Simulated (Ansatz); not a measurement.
## Fields on a plane of CaIn2Au (space group Cmcm)

```
CELL_PARAMETERS angstrom
      2.25043    -5.30492     0.00000
      2.25043     5.30492     0.00000
      0.00000     0.00000     7.42886
ATOMIC_POSITIONS crystal
  Ca 0.92318 0.07682 0.75000
  Ca 0.07682 0.92318 0.25000
  In 0.63390 0.36610 0.94998
  In 0.36610 0.63390 0.05002
  In 0.36610 0.63390 0.44998
  In 0.63390 0.36610 0.55002
  Au 0.20968 0.79032 0.75000
  Au 0.79032 0.20968 0.25000
```

The slice is a (011) plane (indices of the conventional cell) through the point (0.210, 0.790, 0.750) (fractional), spanned by u = [110] and v = [1 -1 1] in vectors of this cell: u (4.50 Å) and v (12.95 Å, at 90° to u). It covers one period; positions are fractions (u, v).

Atoms on it: Au at (0.00, 0.00). Other atoms lie within 1 Å of the plane.

These are LDA (plane waves to 420 eV, PAW, scalar-relativistic; Ansatz, a quantum-chemistry and plane-wave program) values and carry that method's errors. k mesh 11×11×7. Near the nuclei the fields are pseudised (PAW); where an atom keeps semicore shells as valence, they peak there. CaIn2Au was relaxed with its symmetry unable to fall. Spin-orbit coupling is left out, though Au is heavy.

```tsv
v \ u	0.00	0.12	0.25	0.38	0.50	0.62	0.75	0.88
0.92	<1.0	4.4	5.9	<1.0	x	<1.0	5.9	4.4
0.83	8.4	8.5	7.1	1.4	x	1.4	7.1	8.5
0.75	8.4	8.5	7.5	2.9	<1.0	2.9	7.5	8.5
0.67	8.8	8.4	1.9	x	x	x	1.9	8.4
0.58	x	x	4.7	4.5	1.7	4.5	4.7	x
0.50	x	<1.0	6.7	6.6	5.4	6.6	6.7	<1.0
0.42	8.4	8.0	5.2	x	x	x	5.2	8.0
0.33	6.0	6.9	7.1	5.2	3.6	5.2	7.1	6.9
0.25	<1.0	2.9	7.5	8.5	8.4	8.5	7.5	2.9
0.17	x	1.4	5.9	5.5	4.3	5.5	5.9	1.4
0.08	<1.0	4.3	7.9	7.1	6.0	7.1	7.9	4.3
0.00	x	x	1.6	7.9	7.5	7.9	1.6	x
```

Values: electrostatic potential energy of an electron, from the cell's mean, in eV. Points within 1 Å of a nucleus are blanked (x), as the pseudised field means little there. Values under 1 eV are set to 1. The zero, the cell's mean, hangs on the PAW cores.

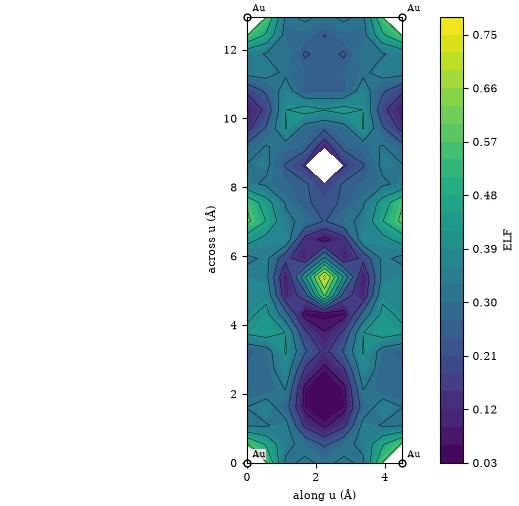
Fig. 1. Electron localisation function (ELF), one period of the plane, atoms marked. Points within 0.5 Å of a nucleus are left white, as the pseudised field means little there.
